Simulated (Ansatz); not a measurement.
# A hypothetical structure for ZnSi3Pt

Starting from a made-up structure for ZnSi3Pt, the aim is the relaxed cell, its shortest contacts and, where a second run follows, its electronic structure.

Program: Ansatz 0.2.0. Level of theory: DFT, r2SCAN, plane-wave PAW, files of the set soft_1, scalar-relativistic, no spin, cell and ions relaxed at zero pressure; PAW set soft_1, in the first sound run; inputs show where later runs differ. Results are calculated unless marked as measured.

### Step 1. The structure

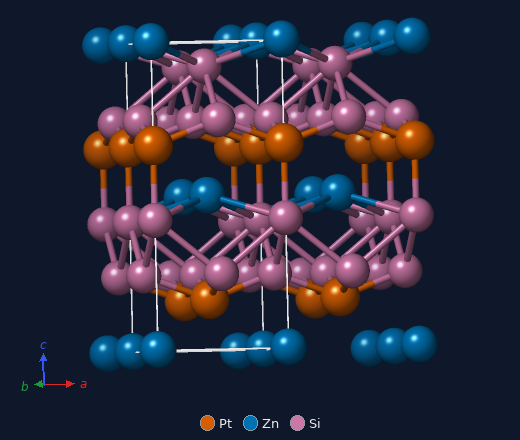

The cell as given, slightly off an axis (platinum orange, zinc blue, silicon pink). 2×2×1 cells are drawn. This picture shows the conventional cell, with its axes. Bonds to atoms that aren't drawn are left out. Some periodic images of atoms are drawn too.

### Step 2. Relaxation of the guess

The guessed cell has no reason to be at equilibrium. It is relaxed with the atoms, within the space group of the guess.

input.yaml

```yaml
crystal:
  lattice:
    - [-1.9265, 1.9265, 4.4605]
    - [1.9265, -1.9265, 4.4605]
    - [1.9265, 1.9265, -4.4605]
  atoms:
    - { symbol: Pt, position: [0.6648, 0.6648, 0.0] }
    - { symbol: Zn, position: [0.0027, 0.0027, 0.0] }
    - { symbol: Si, position: [0.2454, 0.7454, 0.5] }
    - { symbol: Si, position: [0.7454, 0.2454, 0.5] }
    - { symbol: Si, position: [0.4224, 0.4224, 0.0] }
kpoints:
  mp_grid: { grid: [10, 10, 10] }
scf:
  occupations: { method: fermi_dirac, width: 0.05 }
hamiltonian:
  xc: r2scan
  pseudopotentials: { kind: paw, azcp: { folder: soft_1 } }
relax:
  f_tol: 0.015
  max_steps: 70
  cell: {}
output:
  forces: true
  stress: true
```

Launch:

```sh
$ ansatz run input.yaml --threads 4 --pin off --max-ram 8192MiB --backend cpu --events-out ev --progress --plain --runs-dir out
```

Numbers of over 12 decimals in the logs are rounded to 6 here.

Log:

```text
Engine: ansatz 0.2.0, aarch64-unknown-linux-gnu
Pseudopotentials: kind: paw
Pseudopotential: Pt, paw, valence charge 18, recommended cutoff 500 eV (meta_gga), soft_1/Pt.paw.azcp
Pseudopotential: Zn, paw, valence charge 12, recommended cutoff 500 eV (meta_gga), soft_1/Zn.paw.azcp
Pseudopotential: Si, paw, valence charge 4, recommended cutoff 500 eV (meta_gga), soft_1/Si.paw.azcp
Functional definition: r2SCAN
  parameter k0 = 0.174
  parameter k1 = 0.065
  parameter a1 = 4.9479
  exchange = r2scan_x(k0 = k0, k1 = k1, a1 = a1)
  correlation = r2scan_c
Crystal: 5 atoms, lattice volume = 66.219 Å³
Basis set: ecut = 500 eV, 1661 PW (Γ), exchange–correlation on 160×160×160 points (64 copies of the dense FFT grid, shifted against one another)
Bands: 26, of which v1, the nominal top of the filled ones, is band 21 counted from 1 (20 counted from 0)
Symmetry: 8 space group operations
Space group: I4mm (ITA 107), of the structure as read, at distance tolerance 4.0e-5 Å
k-points: 102 of 1000 (time reversal used)
Non-local potential: Pt, projectors of the file, l = 0: 3, l = 1: 2, l = 2: 2, l = 3: 1
Non-local potential: Zn, projectors of the file, l = 0: 2, l = 1: 2, l = 2: 3, l = 3: 1
Non-local potential: Si, projectors of the file, l = 0: 2, l = 1: 2, l = 2: 1
PAW form: soft (Blöchl's): semilocal exchange-correlation on the pseudo side does not see the compensation charge
PAW frozen core: Pt, regenerated for the run's functional (the file was generated under x = pbe(κ = 0.804, μ = 0.219515), c = pbe(β = 0.066725))
PAW frozen core: Zn, regenerated for the run's functional (the file was generated under x = pbe(κ = 0.804, μ = 0.219515), c = pbe(β = 0.066725))
PAW frozen core: Si, regenerated for the run's functional (the file was generated under x = pbe(κ = 0.804, μ = 0.219515), c = pbe(β = 0.066725))
PAW one-centre angular grid: Pt, 590 points (default); XC on 160 Gauss nodes
PAW one-centre angular grid: Zn, 590 points (default); XC on 160 Gauss nodes
PAW one-centre angular grid: Si, 302 points (default); XC on 160 Gauss nodes
Initial density: superposition of atomic densities (chi_scale 0.1, normalization cell, long waves kept (reshape's long-wave potential 0.01 eV rms))
Initial wavefunctions: pseudopotential atomic-orbital guess
Functional: x = r2scan, c = r2scan; τ floored in thin density (d = 2e-4 eV/Å³)
SCF iter   1: F=—  HF=-17777.244944 eV  |F-HF|=—  |Δ(HF+E_count)|=         —  Δρ=1.06e-1  dr2=1.00e1  dr2_τ=3.28e-1  ethr=3.10e-3  ⟨swp⟩=7.2  Hψ=14171  notcnv=0
preconditioner: auto → Kerker (q_TF=auto, 2.529 Å⁻¹)  [metal: Δε(μ)=0.008 eV  Ē_g=10.139 eV  σ=0.050 eV  W_gap=0.04  n_scr=14 (ndim 8)  ℏωp=26.6 eV  f_vac=0.000  D(μ)=2.38/eV (n_scr^D=14)]
SCF iter   2: F=—  HF=-17775.503809 eV  |F-HF|=—  |Δ(HF+E_count)|=    1.74e0  Δρ=3.27e-2  dr2=7.67e-1  dr2_τ=3.01e-1  ethr=3.10e-3  ⟨swp⟩=3.0  Hψ=6422  notcnv=0  defer=15
SCF iter   3: F=—  HF=-17775.561446 eV  |F-HF|=—  |Δ(HF+E_count)|=   5.76e-2  Δρ=1.67e-2  dr2=1.50e-1  dr2_τ=2.56e-3  ethr=1.83e-3  ⟨swp⟩=3.0  Hψ=5247  notcnv=0  defer=17
SCF iter   4: F=—  HF=-17775.588783 eV  |F-HF|=—  |Δ(HF+E_count)|=   2.73e-2  Δρ=1.03e-2  dr2=5.16e-2  dr2_τ=1.14e-3  ethr=3.58e-4  ⟨swp⟩=2.2  Hψ=4581  notcnv=0  defer=17
SCF iter   5: F=—  HF=-17775.570997 eV  |F-HF|=—  |Δ(HF+E_count)|=   1.78e-2  Δρ=2.01e-3  dr2=3.66e-3  dr2_τ=3.28e-5  ethr=1.23e-4  ⟨swp⟩=2.0  Hψ=5246  notcnv=0  defer=18
SCF iter   6: F=—  HF=-17775.571742 eV  |F-HF|=—  |Δ(HF+E_count)|=   7.45e-4  Δρ=7.25e-4  dr2=2.39e-4  dr2_τ=1.15e-5  ethr=8.72e-6  ⟨swp⟩=2.0  Hψ=4448  notcnv=0  defer=18
SCF iter   7: F=—  HF=-17775.571855 eV  |F-HF|=—  |Δ(HF+E_count)|=   1.13e-4  Δρ=2.62e-4  dr2=3.89e-5  dr2_τ=4.43e-7  ethr=5.70e-7  ⟨swp⟩=2.0  Hψ=4156  notcnv=0  defer=18
SCF iter   8: F=—  HF=-17775.571885 eV  |F-HF|=—  |Δ(HF+E_count)|=   2.97e-5  Δρ=6.99e-5  dr2=1.91e-6  dr2_τ=4.76e-8  ethr=9.27e-8  ⟨swp⟩=2.0  Hψ=4375  notcnv=0  defer=18
SCF iter   9: F=—  HF=-17775.571887 eV  |F-HF|=—  |Δ(HF+E_count)|=   1.72e-6  Δρ=2.19e-5  dr2=3.69e-7  dr2_τ=1.28e-8  ethr=4.55e-9  ⟨swp⟩=2.0  Hψ=4295  notcnv=0  defer=18
SCF iter  10: F=-17775.571887 eV  HF=-17775.571887 eV  |F-HF|=5.04e-9  |Δ(HF+E_count)|=   2.42e-7  Δρ=5.52e-6  dr2=2.67e-8  dr2_τ=3.88e-10  ethr=2.38e-10  ⟨swp⟩=5.0  Hψ=10437  notcnv=0
SCF 1 converged in 10 iterations: F = -17775.571887 eV  dr2 = 2.67e-8
  greatest PAW one-centre occupation: 1.000 electrons in one spin orbital (limit 2), on the Pt atom at site 0 (counted from 0), in its partial waves of l = 0
relax step   1: F+E_penalty+E_count = -17775.57188683 eV  Δ(F+E_penalty+E_count) = +0.000e0 eV  max|allowed force component| = 8.277e0 eV/Å  Δτ_max = 0.0000 Å  P = +67.613 GPa  Ω = 66.219 Å³  (10 SCF iters, dr2 threshold 1.00e-7 eV, accepted)
Crystal: 5 atoms, lattice volume = 76.026 Å³
Basis set: ecut = 500 eV, 1929 PW (Γ), exchange–correlation on 160×160×160 points (64 copies of the dense FFT grid, shifted against one another)
Initial density: handed on by an earlier stage of this run
Initial wavefunctions: those handed on with the density
iter 1 solved again at ethr=3.33e-4 eV; its pass at ethr=3.10e-3 eV (dr2=1.40e-1 eV) is discarded
SCF iter   1: F=—  HF=-17778.126323 eV  |F-HF|=—  |Δ(HF+E_count)|=         —  Δρ=1.72e-2  dr2=1.42e-1  dr2_τ=4.55e0  ethr=3.33e-4  ⟨swp⟩=1.4  Hψ=18056  notcnv=0
preconditioner: auto → Kerker (q_TF=auto, 2.471 Å⁻¹)  [metal: Δε(μ)=0.007 eV  Ē_g=9.274 eV  σ=0.050 eV  W_gap=0.04  n_scr=14 (ndim 8)  ℏωp=24.8 eV  f_vac=0.000  D(μ)=2.02/eV (n_scr^D=10)]
SCF iter   2: F=—  HF=-17779.883558 eV  |F-HF|=—  |Δ(HF+E_count)|=    1.76e0  Δρ=1.30e-2  dr2=7.39e-2  dr2_τ=8.34e-3  ethr=3.33e-4  ⟨swp⟩=3.0  Hψ=5672  notcnv=0
SCF iter   3: F=—  HF=-17779.884188 eV  |F-HF|=—  |Δ(HF+E_count)|=   6.30e-4  Δρ=5.95e-3  dr2=1.67e-2  dr2_τ=1.59e-3  ethr=1.76e-4  ⟨swp⟩=2.0  Hψ=3279  notcnv=0  defer=4
SCF iter   4: F=—  HF=-17779.887331 eV  |F-HF|=—  |Δ(HF+E_count)|=   3.14e-3  Δρ=1.41e-3  dr2=8.51e-4  dr2_τ=2.75e-5  ethr=3.97e-5  ⟨swp⟩=2.0  Hψ=5142  notcnv=0  defer=4
SCF iter   5: F=—  HF=-17779.887079 eV  |F-HF|=—  |Δ(HF+E_count)|=   2.52e-4  Δρ=7.18e-4  dr2=3.11e-4  dr2_τ=7.49e-6  ethr=2.03e-6  ⟨swp⟩=2.7  Hψ=5214  notcnv=0  defer=4
SCF iter   6: F=—  HF=-17779.887105 eV  |F-HF|=—  |Δ(HF+E_count)|=   2.54e-5  Δρ=2.53e-4  dr2=4.10e-5  dr2_τ=1.45e-6  ethr=7.41e-7  ⟨swp⟩=2.4  Hψ=4649  notcnv=0  defer=4
SCF iter   7: F=—  HF=-17779.887117 eV  |F-HF|=—  |Δ(HF+E_count)|=   1.23e-5  Δρ=5.22e-5  dr2=2.29e-6  dr2_τ=8.28e-8  ethr=9.75e-8  ⟨swp⟩=2.0  Hψ=4258  notcnv=0  defer=4
[...]
SCF iter   7: F=—  HF=-17780.692418 eV  |F-HF|=—  |Δ(HF+E_count)|=   1.71e-6  Δρ=2.60e-5  dr2=7.84e-7  dr2_τ=6.94e-8  ethr=1.38e-8  ⟨swp⟩=2.0  Hψ=4533  notcnv=0
SCF iter   8: F=-17780.692418 eV  HF=-17780.692418 eV  |F-HF|=1.63e-8  |Δ(HF+E_count)|=   3.82e-7  Δρ=6.84e-6  dr2=4.91e-8  dr2_τ=1.30e-9  ethr=1.19e-9  ⟨swp⟩=5.0  Hψ=10966  notcnv=0
SCF 3 converged in 8 iterations: F = -17780.692418 eV  dr2 = 4.91e-8
relax step   3: F+E_penalty+E_count = -17780.69241847 eV  Δ(F+E_penalty+E_count) = -8.053e-1 eV  max|allowed force component| = 8.557e-1 eV/Å  Δτ_max = 0.1005 Å  P = +6.061 GPa  Ω = 79.489 Å³  energy of the carried Pulay correction = -5.510e-3 eV  (8 SCF iters, dr2 threshold 5.00e-7 eV, accepted)
[... from here on, the SCF cycles and remarks between the steps are left out ...]
relax step   4: F+E_penalty+E_count = -17781.00731001 eV  Δ(F+E_penalty+E_count) = -3.149e-1 eV  max|allowed force component| = 4.395e-1 eV/Å  Δτ_max = 0.0742 Å  P = +0.224 GPa  Ω = 81.159 Å³  energy of the carried Pulay correction = -6.134e-3 eV  (8 SCF iters, dr2 threshold 5.00e-7 eV, accepted)
relax step   5: F+E_penalty+E_count = -17781.18227646 eV  Δ(F+E_penalty+E_count) = -1.750e-1 eV  max|allowed force component| = 4.579e-1 eV/Å  Δτ_max = 0.1017 Å  P = -2.472 GPa  Ω = 81.512 Å³  energy of the carried Pulay correction = -6.264e-3 eV  (8 SCF iters, dr2 threshold 5.00e-7 eV, accepted)
relax step   6: F+E_penalty+E_count = -17781.22455746 eV  Δ(F+E_penalty+E_count) = -4.228e-2 eV  max|allowed force component| = 2.045e-1 eV/Å  Δτ_max = 0.0811 Å  P = -1.895 GPa  Ω = 80.839 Å³  energy of the carried Pulay correction = -6.016e-3 eV  (8 SCF iters, dr2 threshold 5.00e-7 eV, accepted)
relax step   7: F+E_penalty+E_count = -17781.23267172 eV  Δ(F+E_penalty+E_count) = -8.114e-3 eV  max|allowed force component| = 1.590e-2 eV/Å  Δτ_max = 0.0125 Å  P = -0.801 GPa  Ω = 80.381 Å³  energy of the carried Pulay correction = -5.845e-3 eV  (6 SCF iters, dr2 threshold 5.00e-7 eV, accepted)
relax step   8: F+E_penalty+E_count = -17781.23321981 eV  Δ(F+E_penalty+E_count) = -5.481e-4 eV  max|allowed force component| = 2.505e-2 eV/Å  Δτ_max = 0.0030 Å  P = +0.476 GPa  Ω = 79.656 Å³  energy of the carried Pulay correction = -5.573e-3 eV  (6 SCF iters, dr2 threshold 5.00e-7 eV, accepted)
relax step   9: F+E_penalty+E_count = -17781.23426536 eV  Δ(F+E_penalty+E_count) = -1.046e-3 eV  max|allowed force component| = 7.742e-3 eV/Å  Δτ_max = 0.0040 Å  P = -0.032 GPa  Ω = 79.880 Å³  energy of the carried Pulay correction = -5.658e-3 eV  (5 SCF iters, dr2 threshold 5.00e-7 eV, accepted)
relax step  10: F+E_penalty+E_count = -17781.24203744 eV  Δ(F+E_penalty+E_count) = -7.772e-3 eV  max|allowed force component| = 8.210e-3 eV/Å  Δτ_max = 0.0000 Å  P = +0.003 GPa  Ω = 79.880 Å³  stress off target by 7.60e-2 GPa  SCF on the basis re-selected at this cell (its energy is not comparable with the rows above)  (9 SCF iters)
relax step  11: F+E_penalty+E_count = -17781.24208061 eV  Δ(F+E_penalty+E_count) = -4.317e-5 eV  max|allowed force component| = 3.881e-3 eV/Å  Δτ_max = 0.0035 Å  P = -0.002 GPa  Ω = 79.860 Å³  energy of the carried Pulay correction = +5.676e-6 eV  (7 SCF iters, dr2 threshold 1.44e-8 eV, accepted)
iter 1 solved again at ethr=5.20e-7 eV; its pass at ethr=3.10e-3 eV (dr2=2.19e-4 eV) is discarded
SCF iter   1: F=—  HF=-17781.242036 eV  |F-HF|=—  |Δ(HF+E_count)|=         —  Δρ=2.19e-6  dr2=6.08e-9  dr2_τ=7.53e-10  ethr=5.20e-7  ⟨swp⟩=3.0  Hψ=20089  notcnv=0
eigensolver tolerance schedule: the retry pair's looser diagonalisation over-reported the residual by 35966.33 of it (diagonalisation noise at an unbounded share of the residual, at the tolerance the schedule requests for it); recorded, not acted on — ethr = c·dr2/N_el stays at c = 1.0e-1
preconditioner: auto → Kerker (q_TF=auto, 2.451 Å⁻¹)  [metal: Δε(μ)=0.038 eV  Ē_g=8.930 eV  σ=0.050 eV  W_gap=0.19  n_scr=24 (ndim 8)  ℏωp=24.2 eV  f_vac=0.000  D(μ)=1.53/eV (n_scr^D=10)]
SCF iter   2: F=—  HF=-17781.242077 eV  |F-HF|=—  |Δ(HF+E_count)|=   4.04e-5  Δρ=1.51e-6  dr2=3.48e-9  dr2_τ=3.17e-10  ethr=1.45e-11  ⟨swp⟩=3.8  Hψ=7078  notcnv=0
SCF iter   3: F=—  HF=-17781.242077 eV  |F-HF|=—  |Δ(HF+E_count)|=  2.55e-10  Δρ=8.89e-7  dr2=1.29e-9  dr2_τ=3.53e-11  ethr=8.29e-12  ⟨swp⟩=1.1  Hψ=2758  notcnv=0
SCF iter   4: F=—  HF=-17781.242077 eV  |F-HF|=—  |Δ(HF+E_count)|=  3.67e-10  Δρ=4.45e-7  dr2=2.13e-10  dr2_τ=1.38e-11  ethr=3.06e-12  ⟨swp⟩=2.0  Hψ=4105  notcnv=0
SCF iter   5: F=—  HF=-17781.242077 eV  |F-HF|=—  |Δ(HF+E_count)|=  3.64e-12  Δρ=3.95e-7  dr2=9.45e-11  dr2_τ=2.89e-12  ethr=1.00e-12  ⟨swp⟩=2.0  Hψ=4187  notcnv=0
SCF iter   6: F=-17781.242077 eV  HF=-17781.242077 eV  |F-HF|=2.18e-11  |Δ(HF+E_count)|=  1.82e-11  Δρ=1.83e-7  dr2=3.18e-11  dr2_τ=1.53e-12  ethr=1.00e-12  ⟨swp⟩=4.0  Hψ=8576  notcnv=0
SCF 12 converged in 6 iterations: F = -17781.242077 eV  dr2 = 3.18e-11
relax step  12: F+E_penalty+E_count = -17781.24207679 eV  Δ(F+E_penalty+E_count) = +3.823e-6 eV  max|allowed force component| = 3.879e-3 eV/Å  Δτ_max = 0.0000 Å  P = -0.002 GPa  Ω = 79.860 Å³  stress off target by 1.96e-2 GPa  SCF on the basis re-selected at this cell (its energy is not comparable with the rows above)  (6 SCF iters)
basis re-selected at this cell: Δ(F+E_penalty+E_count) = +3.823e-6 eV, ΔP = -0.000 GPa vs the last step (what re-selecting the basis moved, of the pressure what is left beyond the Pulay correction that the steps carried, after the strain that the cell walked since its last selection, with what the two solves' SCF thresholds leave and, on support functions, any second-order correction that the steps lacked; it is no m [...]
SCF converged after 6 iterations
Free energy (F): -17781.242077 eV
Harris-Foulkes:  -17781.242077 eV  (|F-HF|=2.18e-11)
Internal energy: -17781.229227 eV  (E = F + TS)
E sigma→0 (E₀):  -17781.235652 eV
Entropy (-TS):   -0.012850 eV (-2.570 meV/atom)
Fermi energy:    12.261381 eV
--- Per-component energies (eV) ---
  E_band       = -234.399605
  E_kinetic    = 868.492999
  E_local      = -4864.910845  (includes V_loc(G=0)·N_el)
  E_nonlocal   = 1094.681346
  E_hartree    = 1958.684283
  E_xc         = -450.176683
  E_vxc        = -508.065935  (∫ρ·V_xc dr)
  E_paw        = -12980.059816  (= ΣΔE_a)
  E_vpaw       = -771.362044  (= ΣTr[D̂ρ^β])
  E_aug_tail   = 0.000878  (compensation charges beyond the density's cutoff)
  E_vtau       = 29.395404  (kinetic-family band-sum trace: ∫τ·v_τ [+ j·A + Jᵃ·Aᵃ] dr)
  E_ewald      = -3407.297857
  E_core_change = -0.643533  (= ΣΔE_core)
  E_smearing   = -0.012850  (= −TS)
  E_closure    = 0.000000  (closes the sum)
  Σ components = -17781.242077   (vs F -17781.242077, Δ=0.00e0)
--- Forces (eV/Å), atoms counted from 1 ---
  atom   1  Pt    -0.00000000    -0.00000000     0.00089864
  atom   2  Zn     0.00000000     0.00000000    -0.00130456
  atom   3  Si    -0.00000000    -0.00000000     0.00214225
  atom   4  Si     0.00000000     0.00000000     0.00214225
  atom   5  Si    -0.00000000    -0.00000000    -0.00387943
  max |Σ_I F_I| component: 8.47e-7 eV/Å
--- Stress (GPa, compression-positive) ---
       -0.012854       0.000000      -0.000000
        0.000000      -0.012854      -0.000000
       -0.000000      -0.000000       0.019584
  P = ⅓ Tr σ = -0.0020 GPa (-0.020 kbar)
--- Relaxed structure (10 steps of the walk, 10 accepted, 2 SCFs on fresh bases) ---
  F+E_penalty+E_count = -17781.24207679 eV   max|allowed force component| = 3.879e-3 eV/Å   (the final SCF, on the basis selected at the relaxed cell)
  cell:  # Å, volume = 79.8602 Å³
    - [-1.927292, 1.927292, 5.374962]
    - [1.927292, -1.927292, 5.374962]
    - [1.927292, 1.927292, -5.374962]
  atoms:
    - { symbol: Pt, position: [0.621337, 0.621337, 0] }
    - { symbol: Zn, position: [0.035846, 0.035846, 0] }
    - { symbol: Si, position: [0.261051, 0.761051, 0.5] }
    - { symbol: Si, position: [0.761051, 0.261051, 0.5] }
    - { symbol: Si, position: [0.401415, 0.401415, 0] }
```

Wall time 2.1 min (4 threads of Arm Neoverse V2, shared host); peak memory 0.89 GiB; 8.3 min of CPU time.

Step by step:

```
step  energy less that of the first step (eV)  largest force component (eV/Å)  pressure (GPa)  volume (Å³)
   1                                   0.0000                          8.2771           67.61        66.22
   2                                  -4.3152                          2.0796           18.26        76.03
   3                                  -5.1205                          0.8557            6.06        79.49
   4                                  -5.4354                          0.4395            0.22        81.16
   5                                  -5.6104                          0.4579           -2.47        81.51
   6                                  -5.6527                          0.2045           -1.90        80.84
   7                                  -5.6608                          0.0159           -0.80        80.38
   8                                  -5.6613                          0.0250            0.48        79.66
   9                                  -5.6624                          0.0077           -0.03        79.88
 10*                                  -5.6702                          0.0082            0.00        79.88
  11                                  -5.6702                          0.0039            0.00        79.86
 12*                                  -5.6702                          0.0039            0.00        79.86
```

Relaxation steps marked * repeat the geometry before them on a plane-wave basis chosen anew for their cell, so energy and pressure can jump there.

Forces are held to the 8 operations that the run works with; a distortion that breaks them can't arise in this run.

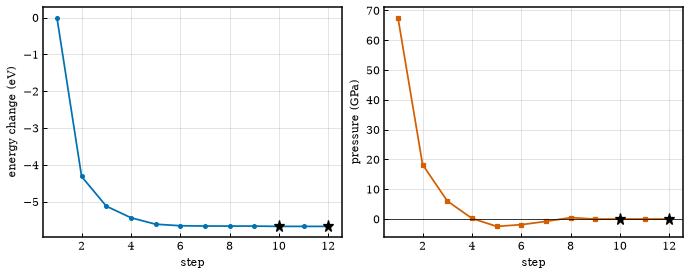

Energy and pressure along the relaxation. Stars mark steps on a basis chosen anew.

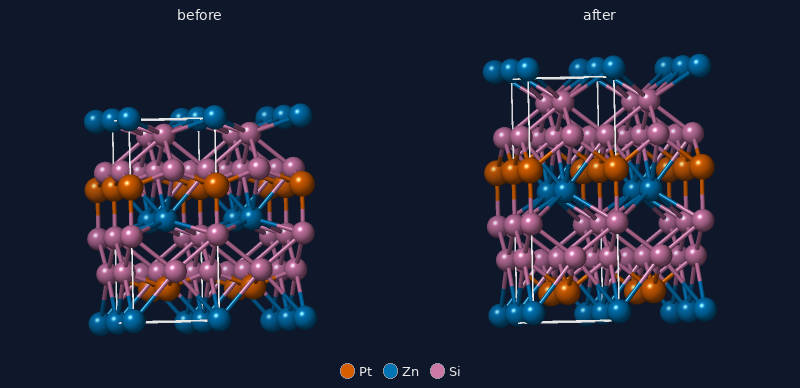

The structure before and after the relaxation, drawn at the same scale.

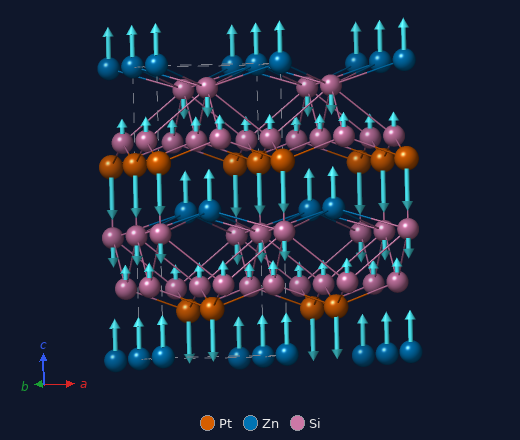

Displacements in the relaxation, exaggerated, measured against the changing cell; the longest in the cell stands for 0.47 Å. Bonds to atoms that aren't drawn are left out. 2×2×1 conventional cells are drawn. Some periodic images of atoms are drawn too.

| cell as run | before | after | change |
| --- | --- | --- | --- |
| a (Å) | 5.227 | 6.027 | +15.3 % |
| b (Å) | 5.227 | 6.027 | +15.3 % |
| c (Å) | 5.227 | 6.027 | +15.3 % |
| α (°) | 136.74 | 142.70 | +4.4 % |
| β (°) | 136.74 | 142.70 | +4.4 % |
| γ (°) | 62.83 | 53.78 | -14.4 % |
| volume (Å³/atom) | 13.24 | 15.97 | +20.6 % |

The atoms that moved most (Å, as changes of fractional coordinates times the final cell):

```csv
atom,dx,dy,dz,length
Pt1,0.000,0.000,-0.467,0.467
Zn2,0.000,0.000,0.356,0.356
Si5,0.000,0.000,-0.226,0.226
Si3,0.000,0.000,0.168,0.168
Si4,0.000,0.000,0.168,0.168
```

The relaxed structure:

```xyz
5
Lattice="-1.9273 1.9273 5.3750 1.9273 -1.9273 5.3750 1.9273 1.9273 -5.3750" Properties=species:S:1:pos:R:3 pbc="T T T"
Pt    0.0000    0.0000    6.6793
Zn    0.0000    0.0000    0.3853
Si    1.9273    0.0000    2.8063
Si    0.0000    1.9273    2.8063
Si    0.0000    0.0000    4.3152
```

Numbers from this step:

```
free energy             : -17781.2421 eV
energy at zero smearing : -17781.2357 eV
smearing term TS        : 0.01285 eV
Fermi energy            : 12.26 eV
electrons               : 42
symmetry operations     : 8
pressure                : -0.002041 GPa
```

The shortest distance of each pair, which need not be the same contact before and after:

```
 pair  guess (Å)  relaxed (Å)
Pt–Si      2.056        2.364
Si–Si      2.491        2.448
Pt–Zn      3.014        2.876
Si–Zn      2.817        3.085
Pt–Pt      3.853        3.855
```

The relaxation ends with a largest force component of 0.0039 eV/Å and a pressure of 0.00 GPa.

[end of part 1 of 2]

[Logs are printed without paths, hosts, clocks, repeated set-up lines and the standing remarks that a program may print on its own settings, such as how far it seeks lower states.]

[Hosts, paths, dates, database ids (printed as entryN), source tags and the programs' standing remarks are cut or masked in the printed files.]
